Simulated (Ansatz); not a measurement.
Consider MgO in the rock salt structure (space group Fm-3m, No. 225; a = 4.204 Å).

The change: the cell is scaled by 1.0200 in all directions, atoms relaxed at fixed cell.

The values are results of r2SCAN/PAW in Ansatz (a quantum-chemistry and plane-wave program), no SOC, not measurements.

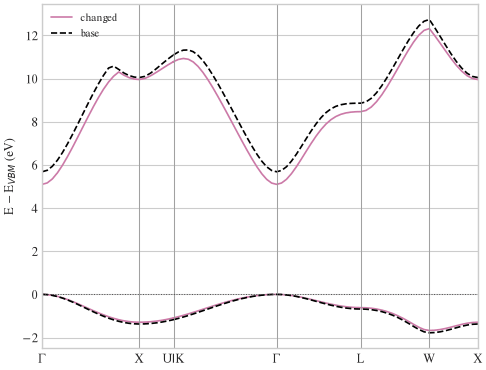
Fig. 1. Highest valence and lowest conduction band along the path, each from its own valence-band maximum

From the figure, how large is the changed gap, and is it direct?

About 5.1 eV, direct at Γ.

The cells carry an imposed strain or load. No phonon test of stability was made.
